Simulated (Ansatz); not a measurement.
CH8BN: several calculations on one system

## 1. Relaxation

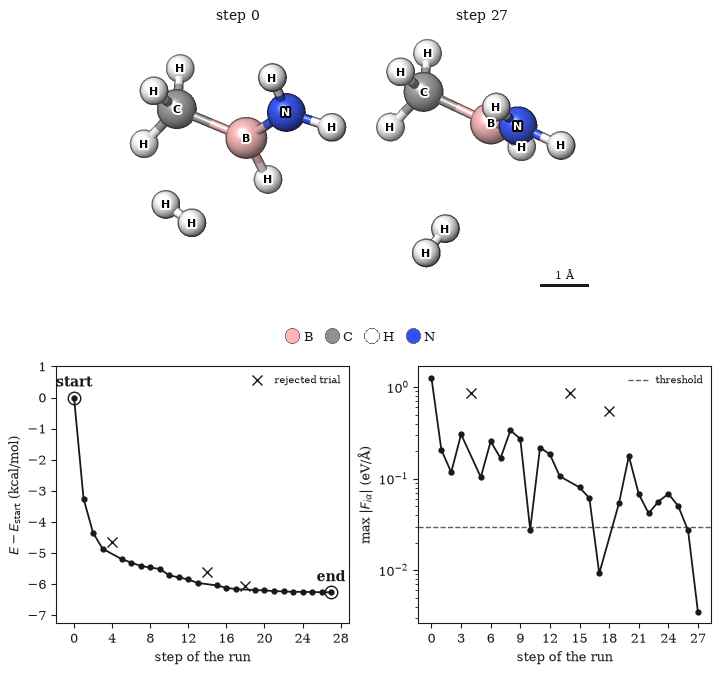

First and last geometry of a relaxation of CH8BN, with the history of the run. A ball-and-stick model, seen at a tilt.

The run prepares an end point of a later path (reaction) calculation, from a guessed geometry.

All numbers below come from Ansatz 0.2.0, RKS B3LYP-D4/6-31G*. Settings: no spin polarisation; force threshold 0.03 eV/Å; at most 50 steps.

**Read the history and describe the run.**

It converged. Over 24 accepted moves (27 points after the start) the energy falls by 6.26 kcal/mol. The largest force component goes from 1.3 to 0.0035 eV/Å. The line search rejected the trial steps at points 4, 14, 18 of the run. The forces were under the threshold at step 10, but the run went on from there. The largest move after the best rigid fit is that of an H atom, 1.73 Å. By element the largest moves are H 1.73 Å, C 0.49 Å, B 0.45 Å, N 0.38 Å. Some distances before and after: H–H 0.707 → 0.744 Å, B–C 1.592 → 1.578 Å, B–H 1.197 → 1.201 Å. Among the angles between lasting bonds that change: B–C–H 112.7° → 110.4°. Groups turn about B–C by about 35°.

## 2. Relaxation

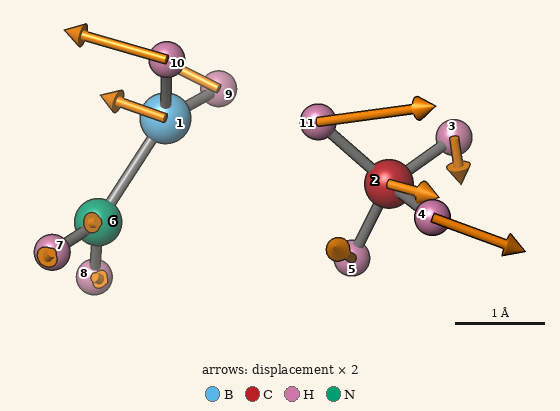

A relaxation of CH₈BN. The starting structure is drawn; orange arrows show the displacements, 2 times their true length. The two geometries are superimposed by the best rigid fit.

A ball-and-stick model, seen from a free direction.

The run prepares an end point of a later path (reaction) calculation, from a guessed geometry.

These are results of RKS B3LYP-D4/6-31G* in Ansatz 0.2.0, not measurements.

The input:
```yaml
crystal:
  periodic: [false, false, false]
  atoms:
    - { symbol: B, position_ang: [-0.014937, -0.441969, -0.50633] }
    - { symbol: C, position_ang: [-0.011741, -0.2504, 2.302509] }
    - { symbol: H, position_ang: [-0.990861, 0.155225, 2.573191] }
    - { symbol: H, position_ang: [0.470864, -0.660871, 3.195816] }
    - { symbol: H, position_ang: [0.610169, 0.545652, 1.889601] }
    - { symbol: "N", position_ang: [1.239849, 0.00969, -0.917896] }
    - { symbol: H, position_ang: [2.055691, -0.585048, -0.965774] }
    - { symbol: H, position_ang: [1.433793, 0.974547, -1.147824] }
    - { symbol: H, position_ang: [-0.932731, 0.325573, -0.460331] }
    - { symbol: H, position_ang: [-0.154262, -1.592581, -0.230541] }
    - { symbol: H, position_ang: [-0.141735, -1.051818, 1.560478] }
basis:
  gaussian: { orbitals: "6-31G*" }
hamiltonian:
  xc: b3lyp
  dispersion: d4
relax:
  f_tol: 0.03
  max_steps: 50
output:
  orbitals: {}
```

Run as
```bash
ansatz run input.yaml --threads 1 --pin off --max-ram 2048MiB --backend cpu --events-out ev --progress --plain --runs-dir out
```

**Which element moves most?**

Hydrogen: up to 0.79 Å, against 0.43 Å for boron.

**What did the optimiser do to the structure, and how much energy did it gain?**

The energy falls by 0.206 eV in 11 accepted moves (13 points after the start). The largest force component goes from 0.5 to 0.026 eV/Å. The line search rejected the trial steps at points 9, 11 of the run. The forces were under the threshold at step 5, but the run went on from there. The largest move after the best rigid fit is that of H11, 0.79 Å. Largest moves by element: H 0.79 Å, B 0.43 Å, C 0.35 Å, N 0.15 Å. Among the contacts that change: C2–H11 1.100 → 1.094 Å, B1–H10 1.191 → 1.197 Å.

## 3. Path

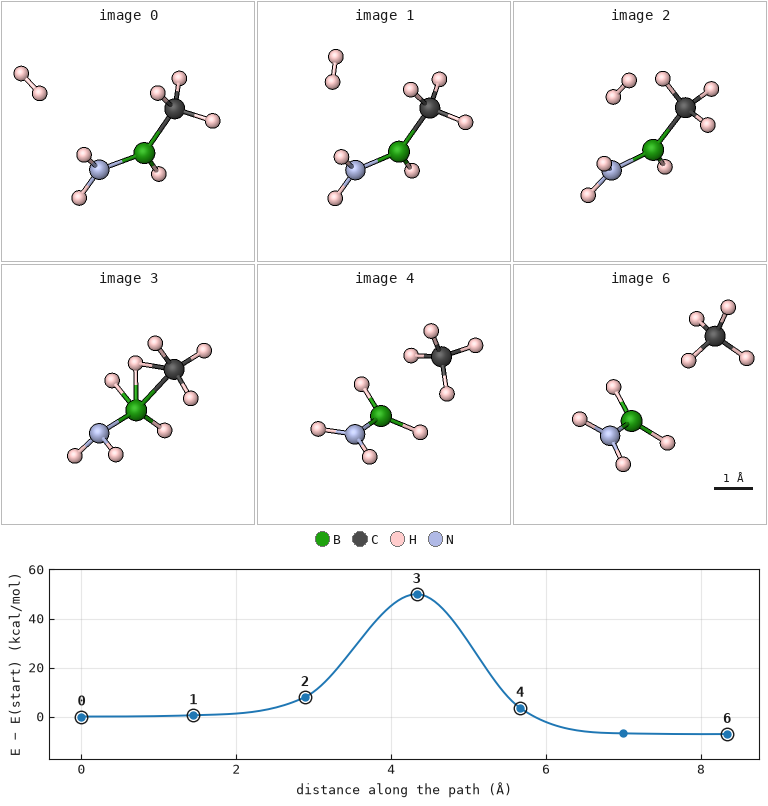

NEB run on CH8BN, made up at the start of CH$_{6}$BN and H$_{2}$. Images are numbered from 0 (start) to 6 (end). Style: ball-and-stick. Shown at a tilt.

Computed with Ansatz, RKS B3LYP-D4/6-31G*. Run with 5 movable images; climbing image; force threshold 0.03 eV/Å; iteration limit 60; starting path through a guess of the saddle point.

Question: Describe the mechanism and the energy profile.

Answer: The energy climbs by 49.9 kcal/mol to image 3 and then falls by 57.1 kcal/mol, so the end point sits at −7.1 kcal/mol. Breaking: B–C (1.58 → 3.59 Å), H–H (0.74 → 3.20 Å). Forming: B–H (3.27 → 1.20 Å), C–H (4.42 → 1.09 Å). The band converged in 13 iterations. The largest component of the band force went from 30 to 0.023 eV/Å. The climbing image converged on the top of the path. Its vibrational analysis gives one imaginary mode (1186i cm⁻¹), as a transition state must have.

Limits of the set-up: the start holds two separate molecules, 2.8 Å apart at their closest, whose relative position is a soft coordinate.

Cost: 120 s on 1 thread of Arm Neoverse V2, on a shared host, peak memory 0.12 GiB.
